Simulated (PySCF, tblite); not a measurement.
# C2H5F: geometry, vibrations

Wanted: geometry, vibrations for C2H5F (`CCF`).

Computed with tblite 0.8.0 and PySCF 2.14.0 and routines of our own; the level stands in each step. Atoms count from 0.

## (1) The system as given

8 atoms, charge 0, multiplicity 1; geometry from: start built from the parent or by distance geometry.

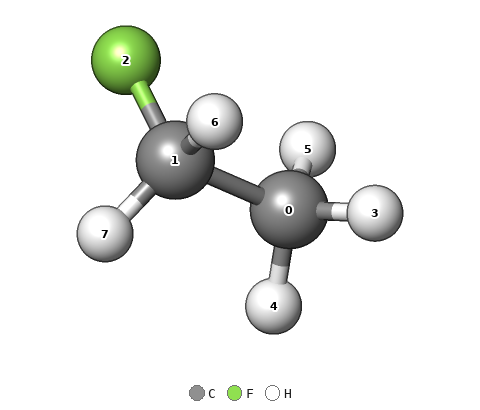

The starting geometry (carbon grey, fluorine green, hydrogen white).

## (2) Optimising the geometry with GFN2-xTB

Job settings and geometry (Å):

```
{"job": {"kind": "relax", "xc": "GFN2-xTB", "basis": "xTB"}, "charge": 0, "multiplicity": 1}
C      0.752900     0.085500     0.051300
C     -0.748600    -0.155300    -0.089300
F     -1.359500     1.028100    -0.260100
H      1.155300    -0.334200     0.962600
H      1.312000    -0.375400    -0.763600
H      0.976800     1.165600     0.037100
H     -1.096800    -0.546900     0.907800
H     -0.974000    -0.848600    -0.894800
```

The run is started by

```
$ OMP_NUM_THREADS=1 python redox_run.py task.json out
```

The driver reads the jobs from task.json and runs them one after another.

What it wrote:

```text
step      E/eV     max force
  0    -314.38829    2.057
  1    -314.45058    0.443
  2    -314.46425    0.392
  3    -314.47683    0.217
  4    -314.47918    0.139
  5    -314.48015    0.102
  6    -314.48074    0.083
  7    -314.48150    0.081
  8    -314.48193    0.059
  9    -314.48214    0.034
 10    -314.48228    0.036
 11    -314.48244    0.039
 12    -314.48262    0.046
 13    -314.48281    0.044
 14    -314.48302    0.056
 15    -314.48330    0.058
 16    -314.48371    0.082
 17    -314.48437    0.108
 18    -314.48549    0.126
 19    -314.48757    0.227
 20    -314.49167    0.395
 21    -314.49989    0.565
 22    -314.51843    0.546
 23    -314.53554    0.580
 24    -314.49280    1.555
 25    -314.55707    0.331
 26    -314.55936    0.230
 27    -314.56424    0.146
 28    -314.56622    0.144
 29    -314.56835    0.130
 30    -314.56995    0.081
 31    -314.57033    0.069
 32    -314.57062    0.055
 33    -314.57099    0.061
 34    -314.57133    0.051
 35    -314.57150    0.035
 36    -314.57155    0.021
 37    -314.57158    0.018
 38    -314.57161    0.016
 39    -314.57163    0.009
```

It took 0.07 s on 1 thread of Arm Neoverse V2, shared host.

Step by step: (not every step is listed) (the energy doesn't fall at every step)

```csv
step,energy from step 0 (eV),largest force (eV/Å)
0,0.0000,2.0568
1,-0.0623,0.4430
2,-0.0760,0.3918
3,-0.0885,0.2172
4,-0.0909,0.1394
5,-0.0919,0.1018
6,-0.0925,0.0833
7,-0.0932,0.0810
8,-0.0936,0.0595
10,-0.0940,0.0359
12,-0.0943,0.0460
14,-0.0947,0.0562
16,-0.0954,0.0819
18,-0.0972,0.1255
20,-0.1034,0.3946
22,-0.1301,0.5455
24,-0.1045,1.5551
26,-0.1711,0.2302
28,-0.1779,0.1436
30,-0.1817,0.0815
32,-0.1823,0.0553
34,-0.1830,0.0509
35,-0.1832,0.0354
36,-0.1833,0.0214
37,-0.1833,0.0177
38,-0.1833,0.0158
39,-0.1833,0.0094
```

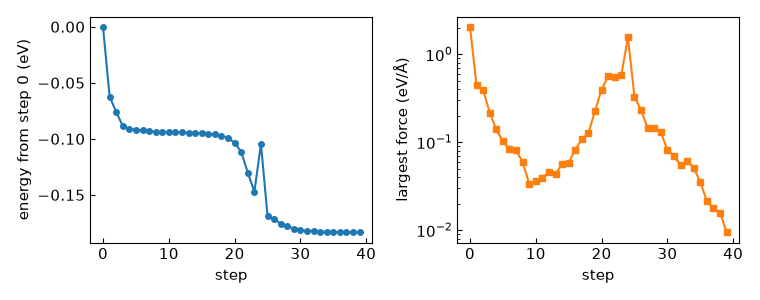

Energy and largest force along the relaxation.

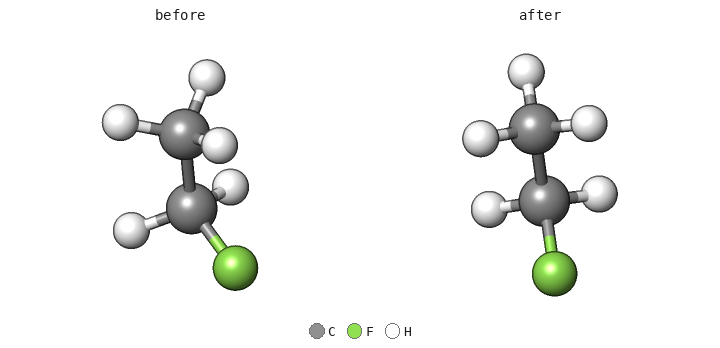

The geometry before (left) and after (right).

Close pairs (by a distance rule), those that changed most:

```csv
bond,before (Å),after (Å),change (Å)
C1–F2,1.343,1.375,+0.033
C1–H6,1.126,1.095,-0.032
C0–H5,1.103,1.087,-0.016
C0–C1,1.527,1.517,-0.010
C1–H7,1.086,1.095,+0.008
C0–H3,1.081,1.086,+0.005
C0–H4,1.090,1.087,-0.003
```

The end geometry stands in the next job.

## (3) Vibrational analysis with GFN2-xTB

Job settings and geometry (Å):

```
{"job": {"kind": "ir", "xc": "GFN2-xTB", "basis": "xTB"}, "charge": 0, "multiplicity": 1}
C      0.775879     0.091133     0.059085
C     -0.719530    -0.148090    -0.024229
F     -1.322907     0.850546    -0.752451
H      1.240130    -0.704497     0.634637
H      1.208448     0.108450    -0.938211
H      0.975919     1.044831     0.541368
H     -1.187518    -0.135272     0.965383
H     -0.952307    -1.088275    -0.534713
```

What it wrote:

```text
mode    cm-1     km/mol
  1     209.4      0.73
  2     401.1      8.42
  3     823.0      3.22
  4     915.3     17.07
  5    1079.7     53.01
  6    1106.1     41.55
  7    1148.0     13.37
  8    1245.9      0.83
  9    1326.8     10.63
 10    1400.4     11.96
 11    1454.5      0.04
 12    1474.7      3.52
 13    1490.6      4.81
 14    2945.2     34.77
 15    2953.2     34.98
 16    3048.2     24.24
 17    3050.9     13.10
 18    3055.8     25.11
ZPE 174.230  H(298)-E 187.027  G(298)-E 107.898 kJ/mol  S 265.40 J/(mol K)
```

It took 0.09 s on 1 thread of Arm Neoverse V2, shared host.

The strongest bands and the atoms that carry them (share of the mass-weighted mode):

| cm⁻¹ | km/mol | atoms |
| --- | --- | --- |
| 915 | 17.1 | H3 31 %, F2 27 %, C0 19 %, C1 16 % |
| 1080 | 53.0 | C1 45 %, C0 22 %, F2 12 % |
| 1106 | 41.5 | C1 32 %, C0 17 %, H3 16 %, H4 11 % |
| 1148 | 13.4 | C1 24 %, H6 19 %, H7 19 %, H5 12 % |
| 2945 | 34.8 | H7 51 %, H6 39 % |
| 2953 | 35.0 | H6 54 %, H7 42 % |
| 3048 | 24.2 | H5 58 %, H4 32 % |
| 3056 | 25.1 | H3 85 % |

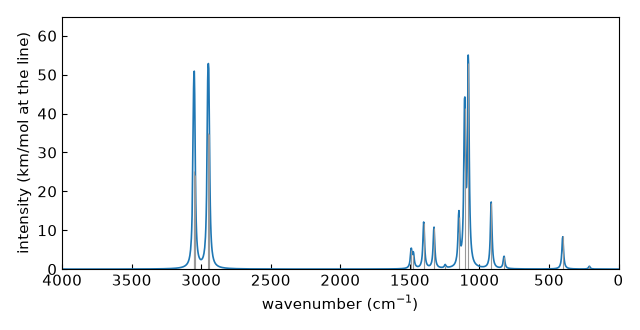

The infrared spectrum from these modes, unscaled. Lines are broadened to a width of 14 cm⁻¹ (Lorentzian).

## (4) Optimising the geometry at PBE0-D3(BJ)/def2-SVP

Settings changed since step 3:

```diff
@@ -1,2 +1,2 @@
-{"job": {"kind": "ir", "xc": "GFN2-xTB", "basis": "xTB"}, "charge": 0, "multiplicity": 1}
+{"job": {"xc": "PBE0", "basis": "def2-SVP", "d3": "d3bj", "grid": 1, "kind": "geom"}, "charge": 0, "multiplicity": 1}
 C      0.775879     0.091133     0.059085
```

What it wrote:

```text
step   0  E = -178.73056681  max force = 0.016965
step   1  E = -178.73139529  max force = 0.001815
step   2  E = -178.73141361  max force = 0.000112
step   3  E = -178.73141940  max force = 0.000290
optimisation converged
```

Wall time 3.6 s (1 thread of Arm Neoverse V2, shared host); peak memory 0.3 GiB.

Step by step:

| step | energy from step 0 (eV) | largest force component (eV/Å) |
| --- | --- | --- |
| 0 | 0.0000 | 0.8724 |
| 1 | -0.0225 | 0.0933 |
| 2 | -0.0230 | 0.0058 |
| 3 | -0.0232 | 0.0149 |

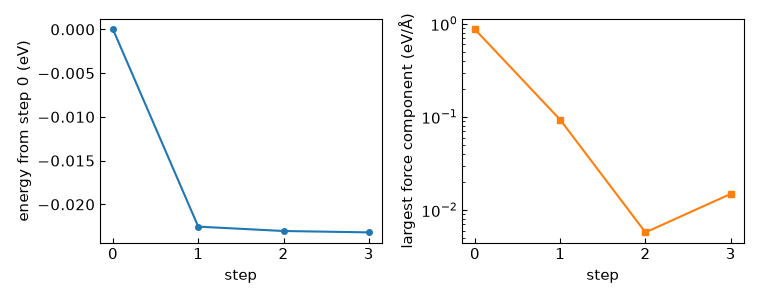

Energy and force, step by step.

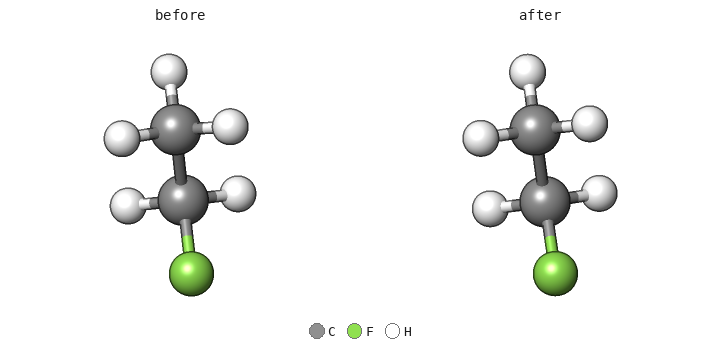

Before and after, at one scale.

Close pairs (by a distance rule), those that changed most:

```csv
bond,before (Å),after (Å),change (Å)
C0–H3,1.086,1.100,+0.014
C0–H4,1.087,1.100,+0.013
C0–H5,1.087,1.100,+0.013
C0–C1,1.517,1.507,-0.010
C1–H6,1.095,1.104,+0.009
C1–H7,1.095,1.104,+0.009
C1–F2,1.375,1.374,-0.001
```

The final coordinates are the input of the step that follows.

| at the end point | value |
| --- | --- |
| point group (found at 0.08 Å tolerance) | Cs |
| rotational constants (GHz, main isotopes) | 36.576, 9.439, 8.292 |
| dipole moment (D) | 1.77 |

## (5) Harmonic vibrations (C2H5F): PBE0-D3(BJ)/def2-SVP

Job settings and geometry (Å):

```
{"job": {"xc": "PBE0", "basis": "def2-SVP", "d3": "d3bj", "grid": 2, "kind": "hessian"}, "charge": 0, "multiplicity": 1}
C      0.765177     0.064788     0.052237
C     -0.729002    -0.112032    -0.029884
F     -1.294646     0.925034    -0.732011
H      1.219326    -0.758227     0.624371
H      1.212878     0.076169    -0.952446
H      1.015987     1.012332     0.551498
H     -1.182254    -0.133765     0.976681
H     -0.990260    -1.056360    -0.538855
```

What it wrote:

```text
coarse grid: 6360 points
cycle   1  E = -178.6665498846  dE =  7.821e-02  |g| = 4.682e-01  |ddm| = 2.514e+00
cycle   2  E = -178.6447284373  dE =  2.182e-02  |g| = 6.095e-01  |ddm| = 8.814e-01
cycle   3  E = -178.7062578620  dE = -6.153e-02  |g| = 4.549e-02  |ddm| = 5.008e-01
cycle   4  E = -178.7066148540  dE = -3.570e-04  |g| = 1.981e-02  |ddm| = 4.708e-02
cycle   5  E = -178.7067099599  dE = -9.511e-05  |g| = 2.256e-03  |ddm| = 1.816e-02
cycle   6  E = -178.7067110121  dE = -1.052e-06  |g| = 3.889e-04  |ddm| = 1.871e-03
final grid: 60880 points
cycle   7  E = -178.7313959486  dE = -1.273e-05  |g| = 6.293e-03  |ddm| = 1.341e-02
cycle   8  E = -178.7313909064  dE =  5.042e-06  |g| = 8.215e-03  |ddm| = 1.087e-02
cycle   9  E = -178.7314049482  dE = -1.404e-05  |g| = 6.278e-04  |ddm| = 5.995e-03
cycle  10  E = -178.7314050225  dE = -7.435e-08  |g| = 1.024e-04  |ddm| = 6.280e-04
cycle  11  E = -178.7314050244  dE = -1.864e-09  |g| = 1.302e-05  |ddm| = 7.392e-05
cycle  12  E = -178.7314050244  dE = -2.962e-11  |g| = 6.545e-06  |ddm| = 1.509e-05
converged SCF energy = -178.7314050244

mode    cm-1
  1     265.6
  2     414.6
  3     808.6
  4     911.4
  5    1109.3
  6    1153.5
  7    1186.8
  8    1300.7
  9    1378.9
 10    1431.9
 11    1451.2
 12    1476.3
 13    1504.9
 14    3052.5
 15    3065.8
 16    3106.1
 17    3167.0
 18    3170.4
ZPE 179.174  H(298)-E 191.694  G(298)-E 113.185 kJ/mol  S 263.32 J/(mol K)
```

Run time: 26 s. Hardware: 1 thread of Arm Neoverse V2, shared host; peak memory 0.99 GiB.

Zero-point energy 179.17 kJ/mol (xTB gave 174.23).

## (6) Summary of results

```
                                 quantity                  value
strongest single infrared mode (GFN2-xTB)   1080 cm⁻¹, 53 km/mol
             zero-point energy (GFN2-xTB)          41.6 kcal/mol
                              point group                     Cs
     rotational constants (main isotopes)  36.58, 9.44, 8.29 GHz
```

All 18 modes are real, so the xTB geometry is a minimum. The strongest single mode, at 1080 cm⁻¹, is carried by C1, C0, F2. Unscaled tight-binding wavenumbers are off by several per cent, some by more. Its intensities can rank the bands wrongly. Over 3 steps the energy fell by 0.023 eV; of the close pairs, C0–H3 changed most, 1.086 to 1.100 Å (PBE0/def2-SVP).
